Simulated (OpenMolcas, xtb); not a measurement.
How methods differ on SiSbH5 (SbH2(SiH3))

SiSbH5 has 7 atoms, charge 0, and is taken as a singlet. SMILES: `[H][Sb]([H])[SiH3]`. Geometry: a GFN2-xTB relaxation, a rough one for these elements and not checked as a minimum.

Quantity: the dipole moment, in D. The values are calculated.

| level | kind | program | value (D) | CPU time |
| --- | --- | --- | --- | --- |
| GFN2-xTB | semi-empirical | xtb | 0.99 | under 2 s |
| GFN0-xTB | semi-empirical | xtb | 2.76 | under 2 s |
| GFN1-xTB | semi-empirical | xtb | 2.55 | under 2 s |
| HF/STO-3G | Hartree–Fock | OpenMolcas | 0.88 | 2.3 s |
| HF/3-21G | Hartree–Fock | OpenMolcas | 0.24 | 2.6 s |
| HF/def2-SVP (core potential) | Hartree–Fock | OpenMolcas | 0.11 | 4.1 s |
| HF/ANO-RCC-VDZP (DKH2, RICD fitting) | Hartree–Fock | OpenMolcas | 0.17 | 9.9 s |
| r2SCAN/3-21G | meta-GGA | OpenMolcas | 0.42 | 13 s |
| B98/LANL2DZ (Cholesky decomposition, core potential) | global hybrid | OpenMolcas | 0.26 | 2.4 s |
| B3LYP/STO-3G | global hybrid | OpenMolcas | 1.02 | 7.9 s |

All-electron rows without a relativistic Hamiltonian named are non-relativistic, while core potentials hold scalar relativity, so basis and relativity change together. The values span 0.11 to 2.76 D. Magnitudes only: a small dipole may point the other way at some levels. Sets without polarisation functions give poor dipoles. CPU times are rough (shared hosts, several kinds of processor): they show what a rung costs within a factor of a few.

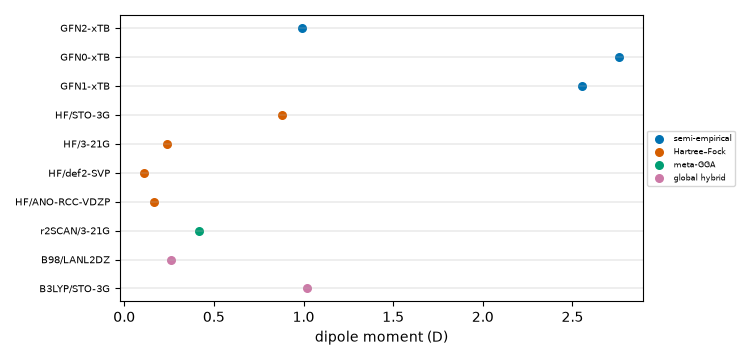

The values of the table, level by level.
